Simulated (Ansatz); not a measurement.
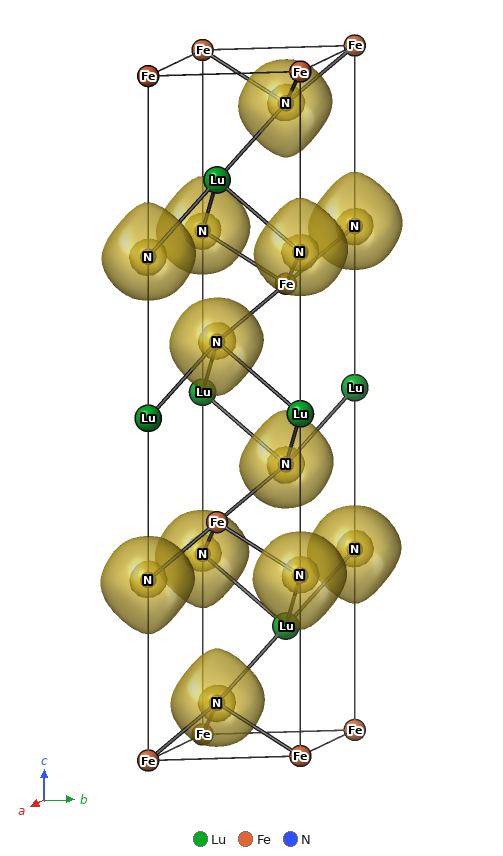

Figure 1: LuFeN$_{2}$. Isosurface of the ELF at 0.6 (yellow), seen slightly off an axis. Only the valence region is drawn (cores and ρ < 0.01 e/Å³ removed). Sticks mark near contacts.

Space group R-3m; a generated structure, not necessarily the stable one; spin-polarised.

These are results of DFT PBE, scalar-relativistic, plane waves, PAW in Ansatz, not measurements.

In a PAW calculation such maps are meaningful between the atoms, not at the nuclei.

Question: What do the ELF domains correspond to?

Answer: At this value the surface marks out six regions wrapped around N (the valence shell of each), counted in one cell of 12 atoms. Regions shared between cells count once. Profiles from the grid: Fe–N (2.08 Å): the ELF peaks at about 0.85 in the valence shell of N, 0.7 Å from its nucleus, and is about 0.30 at the midpoint (no shared electron pair shows on this line). Lu–N (2.29 Å): the ELF peaks at about 0.80 in the valence shell of N, 0.6 Å from its nucleus, and drops to about 0.15 between the two atoms (no shared electron pair shows on this line).

Question: How are the moments arranged in this solution?

Answer: Parallel moments, as they must be, since the calculation's own cell holds one magnetic site; site moments Fe: +0.9 μB (×3) in one cell of 12 atoms.
